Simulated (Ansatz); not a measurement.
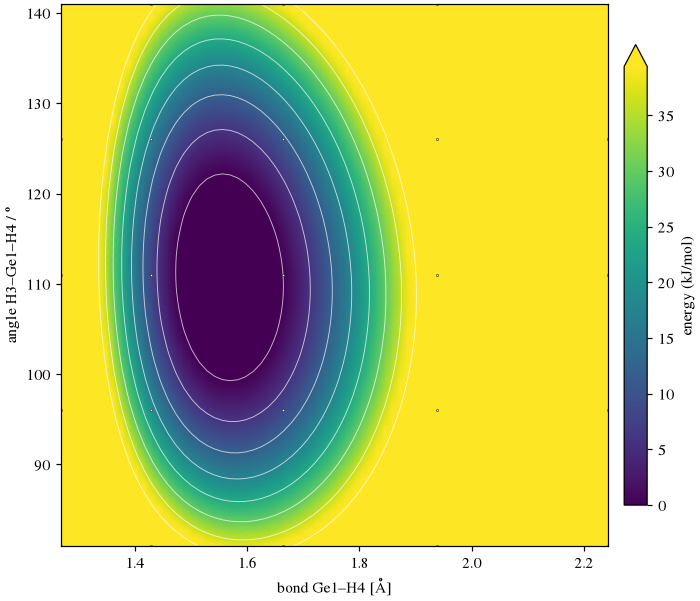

GeH₂I, SMILES [GeH2][I], spin multiplicity 2. Two internal coordinates are moved rigidly from the geometry relaxed at PBE0-D4/def2-TZVP, all others fixed. The first coordinate is: bond Ge1–H4; the second: angle H3–Ge1–H4. Grid: 5 × 5 points. Energies: kJ/mol, counted from the lowest grid point. Theory: Ansatz, UKS PBE-D4/def2-TZVPP.

Drawn: a smooth colour map with a few white contour lines, dots at the grid points, one colour for all values above the top of the scale. Between grid points the surface is interpolated.

> Where is the minimum, and how stiff is the well along each coordinate?

The interpolated minimum is at bond Ge1–H4 ≈ 1.557 Å, angle H3–Ge1–H4 ≈ 110°. The curvatures there are about 16 eV/Å² and 3.1 eV/rad², with a cross term of about 0.4 eV/(Å·rad). Round the minimum the two coordinates are weakly coupled (coupling 0.06 in units of the two stiffnesses). (1 eV is 96.5 kJ/mol.)
